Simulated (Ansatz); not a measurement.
**Phonon calculation, with input and output: CH₄ClSi**

CH₄ClSi, multiplicity 2, SMILES C[SiH]Cl, computed with UKS B3LYP/def2-SVP (Ansatz 0.2.0).

It belongs to a series of runs on one base structure; here: vibrations at the highest image of the band. Figures and captions count atoms from 1; the log counts them from 0 in places.

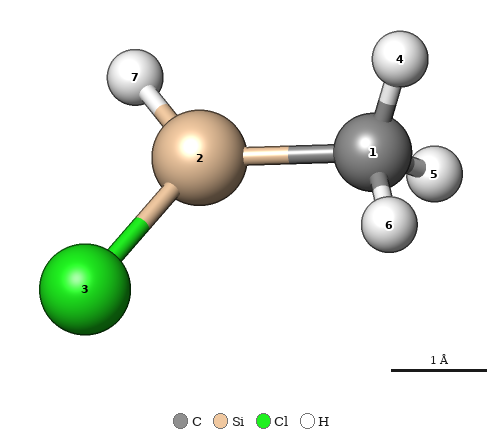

The structure (ball-and-stick view, seen at a tilt; atoms are numbered from 1 in the order of the input).

Input file
```yaml
crystal:
  periodic: [false, false, false]
  atoms:
    - { symbol: C, position_ang: [-0.722002, 0.495862, -0.246207] }
    - { symbol: Si, position_ang: [0.834069, -0.360531, 0.371774] }
    - { symbol: Cl, position_ang: [1.165646, -2.321916, -0.226139] }
    - { symbol: H, position_ang: [-0.488471, 1.388553, -0.848085] }
    - { symbol: H, position_ang: [-1.38349, 0.795289, 0.582347] }
    - { symbol: H, position_ang: [-1.269036, -0.215662, -0.883582] }
    - { symbol: H, position_ang: [1.863273, 0.218406, 1.249893] }
magnetization:
  spin_polarized: true
  initial_magnetization: 1
basis:
  gaussian: { orbitals: def2-SVP }
hamiltonian:
  xc: b3lyp
phonons: {}
```

Hardware: 1 thread of Arm Neoverse V1, 24 GiB of memory available, shared host.

Run as:
```bash
ansatz run input.yaml --threads 1 --pin off --max-ram 2048MiB --backend cpu --events-out ev --progress --plain --runs-dir out
```

Output
```
Engine: ansatz 0.2.0, aarch64-unknown-linux-gnu
Functional definition: B3LYP
  parameter a0 = 0.2
  parameter ax = 0.72
  parameter ac = 0.81
  exchange = (1 - a0 - ax)*slater_x + ax*b88_x + a0*exact_x
  correlation = (1 - ac)*vwn_rpa_c + ac*lyp_c
726 factors; integrals over basis functions are off by at most 2.8e-4 eV
mean field evaluation 1: about -21491.3762 eV, gradient 3.0e1 eV
mean field evaluation 2: about -21488.2963 eV, gradient 3.6e1 eV
mean field evaluation 4: about -21495.8190 eV, gradient 1.1e0 eV
mean field evaluation 8: about -21495.8290 eV, gradient 1.9e-2 eV
mean field evaluation 16: about -21495.8290 eV, gradient 3.0e-5 eV
mean field -21495.82904903 eV, -789.9571471555 hartree, gradient 3.0e-5 eV, S^2 0.754661; 0 other end points of the search recorded, 0 dependent functions left out
the calculation of the forces begins
reference -21495.82926727 eV, -789.9571551757 hartree; 21, 20 occupied and 49, 50 virtual orbitals, 726 factors
these checks for a lower state are left out or cut short: stability, starts, cluster_reference, orbital_swaps, neighbouring_geometries, increment
726 factors; integrals over basis functions are off by at most 2.8e-4 eV
mean field -21495.82892472 eV, -789.9571425875 hartree, gradient 1.6e-6 eV, S^2 0.754652; 0 other end points of the search recorded, 0 dependent functions left out
[... from here on the field's lines of each further geometry are left out, up to the last ...]
the calculation of the forces begins
reference -21495.82925801 eV, -789.9571548353 hartree; 21, 20 occupied and 49, 50 virtual orbitals, 726 factors
these checks for a lower state are left out or cut short: stability, starts, cluster_reference, orbital_swaps, neighbouring_geometries, increment
726 factors; integrals over basis functions are off by at most 2.8e-4 eV
mean field -21495.82902177 eV, -789.9571461538 hartree, gradient 2.1e-6 eV, S^2 0.754654; 0 other end points of the search recorded, 0 dependent functions left out
the calculation of the forces begins
reference -21495.82923999 eV, -789.9571541732 hartree; 21, 20 occupied and 49, 50 virtual orbitals, 726 factors
WARN: phonons: modes at or below zero, which the zero-point energy, F, S and C_V leave out: 2, the lowest at -749.73 cm⁻¹. A minimum has none, and a first-order saddle one
Total energy: -21495.82926727 eV, -789.9571551757 hartree
Atom 0 at    -0.722002     0.495862    -0.246207 Å, force    -0.001670     0.009744     0.004070 eV/Å
Atom 1 at     0.834069    -0.360531     0.371774 Å, force    -0.005645    -0.002203    -0.005087 eV/Å
Atom 2 at     1.165646    -2.321916    -0.226139 Å, force    -0.000121     0.000550     0.000337 eV/Å
Atom 3 at    -0.488471     1.388553    -0.848085 Å, force     0.000506    -0.005836     0.001580 eV/Å
Atom 4 at    -1.383490     0.795289     0.582347 Å, force     0.003362    -0.003881    -0.003681 eV/Å
Atom 5 at    -1.269036    -0.215662    -0.883582 Å, force    -0.000434    -0.000899    -0.000811 eV/Å
Atom 6 at     1.863273     0.218406     1.249893 Å, force     0.004002     0.002525     0.003592 eV/Å
Dipole moment:    -0.207131     0.337287     0.009316 e Å
Vibrations: -749.73 -74.41 196.12 522.93 686.18 722.13 769.00 882.55 1265.68 1421.73 1436.42 2315.02 3029.05 3114.60 3136.46 cm⁻¹, zero-point energy 1.208713 eV
```

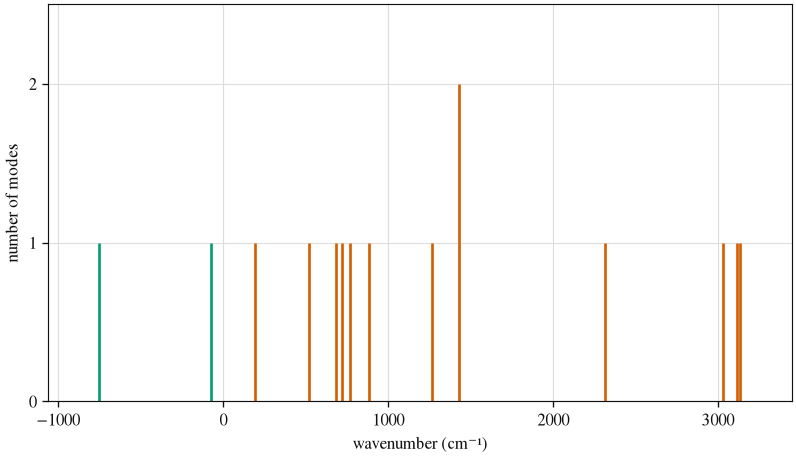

Harmonic vibrational wavenumbers from the force constants; neighbouring modes closer than 18 cm⁻¹ are counted in one stick, and imaginary ones are drawn at negative wavenumbers. 15 modes from 750i to 3136 cm⁻¹, 2 imaginary beyond 8i (750i, 74i cm⁻¹): not a minimum.

Results in brief

| quantity | value |
| --- | --- |
| outcome | converged |
| total energy | −21495.8293 eV |
| mean-field energy | −21495.8293 eV |
| ⟨S²⟩ | 0.755 |
| largest force (length of the vector) | 0.011 eV/Å |
| wall time | 85 s |
| peak memory | 0.17 GiB |
